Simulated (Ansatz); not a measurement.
One crystal and one scan (scan of one atom of the cell) at two levels, PBE (plane waves to 420 eV, PAW, scalar-relativistic; Ansatz, an electronic-structure program) and r2SCAN (plane waves to 500 eV, PAW, scalar-relativistic; Ansatz), each from its own relaxed cell and on its own mesh. The cell shown is that of PBE.

TiO2 (anatase)

```
TiO2
1.0
   -1.89921     1.89921     4.85192
    1.89921    -1.89921     4.85192
    1.89921     1.89921    -4.85192
Ti O
2 4
Cartesian
  0.00000   0.00000   4.85192
  1.89921   0.00000   2.42596
  0.00000   0.00000   2.84904
  1.89921   0.00000   0.42308
  1.89921   0.00000   4.42885
  0.00000   0.00000   6.85481
```

In this cell atom 2 (Ti, nearest neighbour O at 1.946 Å; its periodic images, 3.8 Å or more away, move with it) is moved by s along Cartesian [111], unit vector (0.577, 0.577, 0.577); all other atoms and the cell stay fixed.

Energies are smeared free energies. The PAW data are Ansatz's earlier set. TiO2 is run without spin polarisation. TiO2 was relaxed with its symmetry unable to fall. (PBE) Left out: 4 of 11 points, with atoms too close for the PAW data. (r2SCAN) Left out: 4 of 11 points, with atoms too close for the PAW data. Percentages come from the unrounded values. Both scans cover s from -0.348 to 0.348 Å.

```
quantity                                                            PBE  r2SCAN     PBE − r2SCAN
----------------------------------------------------------------  -----  ------  ---------------
Lattice constant a (Å)                                            3.798   3.778  +0.020 (+0.5 %)
Lattice constant c (Å)                                            9.704   9.589  +0.115 (+1.2 %)
Relaxed volume (Å³/atom)                                          11.67   11.41   +0.26 (+2.3 %)
Energy at s = 0.348 Å (meV/cell)                                    592     693     -101 (-15 %)
Force along the line at s = -0.348 Å (eV/Å)                       4.218   4.817   -0.599 (-12 %)
Force constant k = d²E/ds² at s = 0 (finite differences) (eV/Å²)   6.87    8.46    -1.59 (-19 %)
```

PBE gives the higher value for: lattice constant a; lattice constant c; relaxed volume. PBE gives the lower value for: energy at s = 0.348 Å; force along the line at s = -0.348 Å; force constant k = d²E/ds² at s = 0. Both give the same symmetry of the curve: even: the same for both signs.

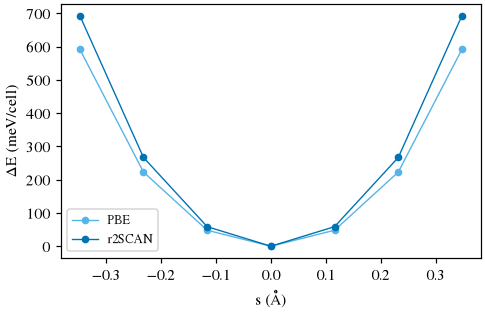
*ΔE, each from the undisplaced structure of its own level.*

(For displaced atoms, the force is minus the slope of the energy, and its curvature is a force constant, which sets phonon frequencies.)
